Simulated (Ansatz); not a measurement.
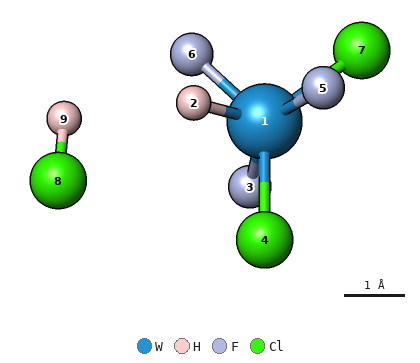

Fig. 1: The input geometry (ball-and-stick view, seen at a tilt; atoms are numbered from 1 in the order of the input). Sticks mark near contacts.

# Nudged elastic band, with input and output: WH2Cl3F3

- system: WH2Cl3F3
- method: RKS BHLYP-D4/def2-SVP (Ansatz 0.2.0)

One setting was made poor on purpose. It belongs to a series of runs on one base structure; here: band between the two ends. Figures and captions count atoms from 1; the log counts them from 0 in places.

**Input**
```yaml
crystal:
  periodic: [false, false, false]
  atoms:
    - { symbol: W, position_ang: [-0.158134, 0.228091, -0.34529] }
    - { symbol: H, position_ang: [-0.744559, 0.54416, 1.183208] }
    - { symbol: F, position_ang: [1.56318, 0.634811, -0.876747] }
    - { symbol: Cl, position_ang: [-0.416966, 2.488808, -0.499998] }
    - { symbol: F, position_ang: [-1.987716, 0.221758, -0.624122] }
    - { symbol: F, position_ang: [0.645485, -1.001803, 0.790268] }
    - { symbol: Cl, position_ang: [-0.277634, -1.485741, -1.885318] }
    - { symbol: Cl, position_ang: [1.814412, 1.376746, 2.461505] }
    - { symbol: H, position_ang: [2.043029, 0.117768, 2.400596] }
basis:
  gaussian: { orbitals: def2-SVP }
hamiltonian:
  xc: { name: BHLYP }
  dispersion: d4
neb:
  order_check: false
  images: 1
  f_tol: 0.05
  max_iterations: 60
  climbing: false
  final_atoms:
    - { symbol: W, position_ang: [0.36102334, 0.57111315, -0.54298491] }
    - { symbol: H, position_ang: [-0.15409892, -0.79492191, 3.06530079] }
    - { symbol: F, position_ang: [1.89535241, 0.59268846, -1.55596513] }
    - { symbol: Cl, position_ang: [-0.40706899, 2.44326891, -1.57639127] }
    - { symbol: F, position_ang: [-1.15592504, 0.48321007, 0.49029031] }
    - { symbol: F, position_ang: [0.97818197, -0.9507409, 0.30372085] }
    - { symbol: Cl, position_ang: [-0.62497814, -0.78818041, -2.09322667] }
    - { symbol: Cl, position_ang: [1.41253066, 1.79973455, 1.07158298] }
    - { symbol: H, position_ang: [0.17607972, -0.23157392, 3.44177503] }
  initial_path:
    images:
      - { positions_ang: [[-0.158134, 0.228091, -0.34529], [-0.744559, 0.54416, 1.183208], [1.56318, 0.634811, -0.876747], [-0.416966, 2.488808, -0.499998], [-1.987716, 0.221758, -0.624122], [0.645485, -1.001803, 0.790268], [-0.277634, -1.485741, -1.885318], [1.814412, 1.376746, 2.461505], [2.043029, 0.117768, 2.400596]] }
      - { positions_ang: [[0.0099331, -0.02990169, 0.0296486], [-0.07080626, 0.19963926, 2.08529743], [1.85850651, -0.03018769, 0.10228664], [0.02070593, 2.34535858, -0.23515815], [-1.8386403, -0.02961569, -0.04298943], [0.0015943, -1.86849227, 0.23462454], [0.10315392, -0.29492722, -2.34378169], [1.7515872, 1.89412375, 0.73733341], [0.6450626, 0.93860096, 2.03684063]] }
      - { positions_ang: [[0.36102334, 0.57111315, -0.54298491], [-0.15409892, -0.79492191, 3.06530079], [1.89535241, 0.59268846, -1.55596513], [-0.40706899, 2.44326891, -1.57639127], [-1.15592504, 0.48321007, 0.49029031], [0.97818197, -0.9507409, 0.30372085], [-0.62497814, -0.78818041, -2.09322667], [1.41253066, 1.79973455, 1.07158298], [0.17607972, -0.23157392, 3.44177503]] }
```

Hardware: 4 threads of AMD EPYC (Zen 3), 24 GiB of memory available, shared host.

Launch command:
```bash
ansatz run input.yaml --threads 4 --pin off --max-ram 5120MiB --backend cpu --events-out ev --progress --plain --runs-dir out
```

**Output**
```
Engine: ansatz 0.2.0, x86_64-unknown-linux-gnu
Functional definition: BHLYP
  parameter a = 0.5
  exchange = (1 - a)*b88_x + a*exact_x
  correlation = lyp_c
1401 factors; integrals over basis functions are off by at most 2.2e-4 eV
mean field evaluation 1: about -47546.5519 eV, gradient 6.9e1 eV
mean field evaluation 2: about -47506.3154 eV, gradient 1.7e2 eV
mean field evaluation 4: about -47555.9708 eV, gradient 5.5e0 eV
mean field evaluation 8: about -47556.2471 eV, gradient 3.4e-1 eV
mean field evaluation 16: about -47556.2475 eV, gradient 7.9e-4 eV
mean field -47556.24745805 eV, -1747.6598593011 hartree, gradient 1.7e-5 eV, S^2 0.000000; 0 other end points of the search recorded, 0 dependent functions left out
the calculation of the forces begins
reference -47556.24767975 eV, -1747.6598674484 hartree; 47, 47 occupied and 91, 91 virtual orbitals, 1401 factors
1402 factors; integrals over basis functions are off by at most 4.1e-4 eV
mean field evaluation 32: about -47556.8748 eV, gradient 2.8e-2 eV
mean field -47556.87483443 eV, -1747.6829149576 hartree, gradient 5.2e-5 eV, S^2 0.000000; 0 other end points of the search recorded, 0 dependent functions left out
[... from here on the field's lines of each further geometry are left out, up to the last ...]
NEB iter   1: max|band force component| = 7.767e0 eV/Å  barrier→ = 7.5050 eV  barrier← = 8.1700 eV  Δτ_max = 0.1969 Å  (295 SCF iters)
NEB iter   2: max|band force component| = 3.170e0 eV/Å  barrier→ = 4.5933 eV  barrier← = 5.2583 eV  Δτ_max = 0.1949 Å  (191 SCF iters)
NEB iter   3: max|band force component| = 2.976e0 eV/Å  barrier→ = 3.6784 eV  barrier← = 4.3433 eV  Δτ_max = 0.1931 Å  (73 SCF iters)
NEB iter   4: max|band force component| = 1.450e0 eV/Å  barrier→ = 3.1873 eV  barrier← = 3.8523 eV  Δτ_max = 0.1990 Å  (57 SCF iters)
NEB iter   5: max|band force component| = 8.390e-1 eV/Å  barrier→ = 2.9312 eV  barrier← = 3.5962 eV  Δτ_max = 0.1990 Å  (57 SCF iters)
NEB iter   6: max|band force component| = 8.573e-1 eV/Å  barrier→ = 2.7544 eV  barrier← = 3.4194 eV  Δτ_max = 0.1006 Å  (57 SCF iters)
NEB iter   7: max|band force component| = 6.313e-1 eV/Å  barrier→ = 2.6399 eV  barrier← = 3.3049 eV  Δτ_max = 0.1007 Å  (51 SCF iters)
NEB iter   8: max|band force component| = 4.515e-1 eV/Å  barrier→ = 2.5527 eV  barrier← = 3.2177 eV  Δτ_max = 0.1000 Å  (50 SCF iters)
NEB iter   9: max|band force component| = 4.739e-1 eV/Å  barrier→ = 2.5474 eV  barrier← = 3.2124 eV  Δτ_max = 0.0502 Å  (48 SCF iters)
NEB iter  10: max|band force component| = 1.871e-1 eV/Å  barrier→ = 2.5026 eV  barrier← = 3.1675 eV  Δτ_max = 0.1005 Å  (48 SCF iters)
NEB iter  11: max|band force component| = 2.164e-1 eV/Å  barrier→ = 2.4801 eV  barrier← = 3.1451 eV  Δτ_max = 0.0501 Å  (45 SCF iters)
NEB iter  12: max|band force component| = 1.492e-1 eV/Å  barrier→ = 2.4688 eV  barrier← = 3.1338 eV  Δτ_max = 0.0500 Å  (48 SCF iters)
NEB iter  13: max|band force component| = 2.472e-1 eV/Å  barrier→ = 2.4600 eV  barrier← = 3.1250 eV  Δτ_max = 0.0250 Å  (50 SCF iters)
NEB iter  14: max|band force component| = 1.415e-1 eV/Å  barrier→ = 2.4531 eV  barrier← = 3.1181 eV  Δτ_max = 0.0250 Å  (49 SCF iters)
NEB iter  15: max|band force component| = 1.787e-1 eV/Å  barrier→ = 2.4441 eV  barrier← = 3.1091 eV  Δτ_max = 0.0249 Å  (50 SCF iters)
NEB iter  16: max|band force component| = 2.247e-1 eV/Å  barrier→ = 2.4308 eV  barrier← = 3.0958 eV  Δτ_max = 0.0250 Å  (51 SCF iters)
NEB iter  17: max|band force component| = 3.094e-1 eV/Å  barrier→ = 2.4196 eV  barrier← = 3.0846 eV  Δτ_max = 0.0498 Å  (49 SCF iters)
NEB iter  18: max|band force component| = 5.145e-1 eV/Å  barrier→ = 2.3822 eV  barrier← = 3.0472 eV  Δτ_max = 0.0498 Å  (52 SCF iters)
NEB iter  19: max|band force component| = 7.017e-1 eV/Å  barrier→ = 2.3252 eV  barrier← = 2.9902 eV  Δτ_max = 0.0499 Å  (51 SCF iters)
NEB iter  20: max|band force component| = 7.191e-1 eV/Å  barrier→ = 2.2579 eV  barrier← = 2.9229 eV  Δτ_max = 0.0500 Å  (51 SCF iters)
NEB iter  21: max|band force component| = 7.158e-1 eV/Å  barrier→ = 2.2015 eV  barrier← = 2.8665 eV  Δτ_max = 0.0242 Å  (51 SCF iters)
NEB iter  22: max|band force component| = 6.073e-1 eV/Å  barrier→ = 2.1686 eV  barrier← = 2.8336 eV  Δτ_max = 0.0229 Å  (47 SCF iters)
NEB iter  23: max|band force component| = 4.652e-1 eV/Å  barrier→ = 2.1481 eV  barrier← = 2.8131 eV  Δτ_max = 0.0491 Å  (48 SCF iters)
NEB iter  24: max|band force component| = 3.185e-1 eV/Å  barrier→ = 2.1088 eV  barrier← = 2.7738 eV  Δτ_max = 0.0941 Å  (50 SCF iters)
NEB iter  25: max|band force component| = 4.868e-1 eV/Å  barrier→ = 2.0930 eV  barrier← = 2.7579 eV  Δτ_max = 0.0476 Å  (52 SCF iters)
NEB iter  26: max|band force component| = 3.396e-1 eV/Å  barrier→ = 2.0817 eV  barrier← = 2.7467 eV  Δτ_max = 0.0313 Å  (47 SCF iters)
NEB iter  27: max|band force component| = 1.446e-1 eV/Å  barrier→ = 2.0723 eV  barrier← = 2.7373 eV  Δτ_max = 0.0473 Å  (48 SCF iters)
NEB iter  28: max|band force component| = 1.182e-1 eV/Å  barrier→ = 2.0668 eV  barrier← = 2.7318 eV  Δτ_max = 0.0468 Å  (49 SCF iters)
NEB iter  29: max|band force component| = 9.709e-2 eV/Å  barrier→ = 2.0637 eV  barrier← = 2.7287 eV  Δτ_max = 0.0473 Å  (50 SCF iters)
NEB iter  30: max|band force component| = 8.541e-2 eV/Å  barrier→ = 2.0613 eV  barrier← = 2.7263 eV  Δτ_max = 0.0223 Å  (51 SCF iters)
the calculation of the forces begins
reference -47554.16195550 eV, -1747.5832184959 hartree; 47, 47 occupied and 91, 91 virtual orbitals, 1403 factors
1403 factors; integrals over basis functions are off by at most 1.2e-3 eV
mean field evaluation 352: about -47554.1617 eV, gradient 2.1e-3 eV
mean field -47554.16173146 eV, -1747.5832102627 hartree, gradient 5.4e-5 eV, S^2 0.000000; 1 other end points of the search recorded, 0 dependent functions left out
the calculation of the forces begins
reference -47554.16195550 eV, -1747.5832184959 hartree; 47, 47 occupied and 91, 91 virtual orbitals, 1403 factors
NEB iter  31: max|band force component| = 2.344e-2 eV/Å  barrier→ = 2.0604 eV  barrier← = 2.7254 eV  Δτ_max = 0.0000 Å  (114 SCF iters)
```

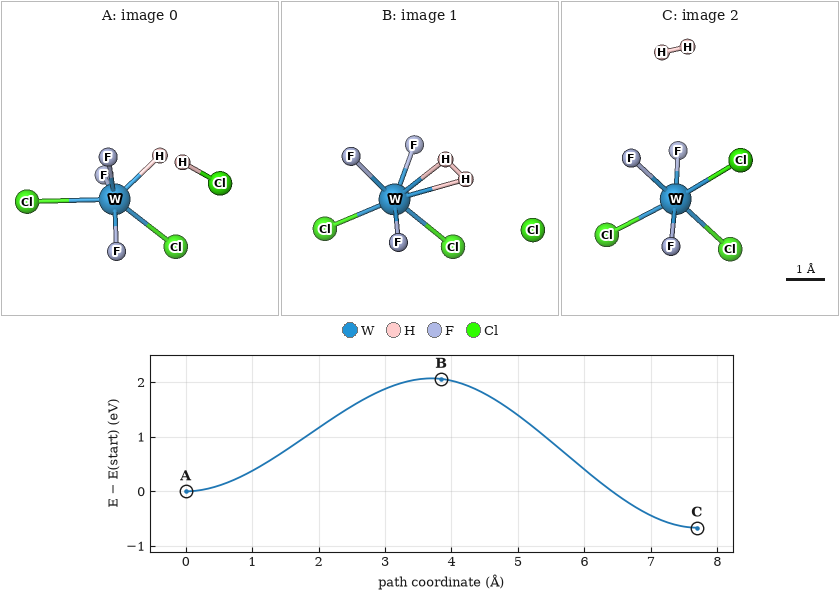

Fig. 2: Images of the last band (counted from 0; ball-and-stick, seen at a tilt) above the energy along the path; the line is a cubic interpolation that uses the forces. The highest image is number 1, 2.060 eV above the start and 2.725 eV above the end; the end lies 0.665 eV below the start. The path is 7.69 Å long. The band converged in 31 iterations.

```
Total energy: -47554.63298032 eV, -1747.6005283387 hartree
Atom 0 at     0.091667    -0.078152    -0.238391 Å, force     0.010988    -0.011787    -0.022967 eV/Å
Atom 1 at     0.277173    -0.028725     1.908537 Å, force     0.027587    -0.053459     0.115181 eV/Å
Atom 2 at     1.878753    -0.382156    -0.000794 Å, force     0.035235    -0.022300    -0.006215 eV/Å
Atom 3 at     0.534900     2.097249    -0.628913 Å, force     0.032536     0.005382    -0.056080 eV/Å
Atom 4 at    -1.581453     0.399665     0.324071 Å, force     0.049221     0.020871     0.088911 eV/Å
Atom 5 at    -0.286881    -1.849330     0.269031 Å, force    -0.000414    -0.019306    -0.035356 eV/Å
Atom 6 at    -0.211322    -0.730808    -2.383386 Å, force    -0.004083     0.063990    -0.030291 eV/Å
Atom 7 at     1.160849     3.038957     1.525215 Å, force    -0.020114     0.027462    -0.085182 eV/Å
Atom 8 at     0.617411     0.657897     1.828733 Å, force    -0.130956    -0.010853     0.032000 eV/Å
Dipole moment:    -0.051070    -0.028553    -0.140806 e Å
this run last wrote the band of iteration 31 to [file]
```

**The last band as extended XYZ (Å, eV, eV/Å)**
```
9
Properties=species:S:1:pos:R:3:forces:R:3 image=0 energy=-47556.69313
W    -0.1581    0.2281   -0.3453   -0.0060   0.0144  -0.0115
H    -0.7446    0.5442    1.1832    0.0031  -0.0021  -0.0014
F     1.5632    0.6348   -0.8767   -0.0097   0.0003   0.0064
Cl   -0.4170    2.4888   -0.5000    0.0035  -0.0064  -0.0024
F    -1.9877    0.2218   -0.6241   -0.0056   0.0019  -0.0032
F     0.6455   -1.0018    0.7903    0.0111  -0.0070   0.0148
Cl   -0.2776   -1.4857   -1.8853    0.0009   0.0017  -0.0021
Cl    1.8144    1.3767    2.4615   -0.0001  -0.0072  -0.0030
H     2.0430    0.1178    2.4006    0.0029   0.0044   0.0025
9
Properties=species:S:1:pos:R:3:forces:R:3 image=1 energy=-47554.63276
W     0.0917   -0.0782   -0.2384    0.0110  -0.0118  -0.0230
H     0.2772   -0.0287    1.9085    0.0276  -0.0535   0.1152
F     1.8788   -0.3822   -0.0008    0.0352  -0.0223  -0.0062
Cl    0.5349    2.0972   -0.6289    0.0325   0.0054  -0.0561
F    -1.5815    0.3997    0.3241    0.0492   0.0209   0.0889
F    -0.2869   -1.8493    0.2690   -0.0004  -0.0193  -0.0354
Cl   -0.2113   -0.7308   -2.3834   -0.0041   0.0640  -0.0303
Cl    1.1608    3.0390    1.5252   -0.0201   0.0275  -0.0852
H     0.6174    0.6579    1.8287   -0.1310  -0.0109   0.0320
9
Properties=species:S:1:pos:R:3:forces:R:3 image=2 energy=-47557.35812
W     0.3610    0.5711   -0.5430    0.0045   0.0156  -0.0173
H    -0.1541   -0.7949    3.0653    0.0162   0.0247   0.0190
F     1.8954    0.5927   -1.5560    0.0083   0.0126  -0.0078
Cl   -0.4071    2.4433   -1.5764    0.0059  -0.0038  -0.0022
F    -1.1559    0.4832    0.4903   -0.0200   0.0149   0.0239
F     0.9782   -0.9507    0.3037    0.0117  -0.0213   0.0097
Cl   -0.6250   -0.7882   -2.0932    0.0049  -0.0001   0.0060
Cl    1.4125    1.7997    1.0716   -0.0138  -0.0147  -0.0133
H     0.1761   -0.2316    3.4418   -0.0176  -0.0279  -0.0181
```

**Key numbers**

```json
{"quantity": "outcome", "value": "converged"}
{"quantity": "barrier, forward", "value": "2.060 eV"}
{"quantity": "barrier, backward", "value": "2.725 eV"}
{"quantity": "wall time", "value": "2.5 min (CPU time 9.1 min)"}
{"quantity": "peak memory", "value": "0.5 GiB"}
```

**Notes**

A deliberately poor setting: few images. The order of the saddle point was not checked.
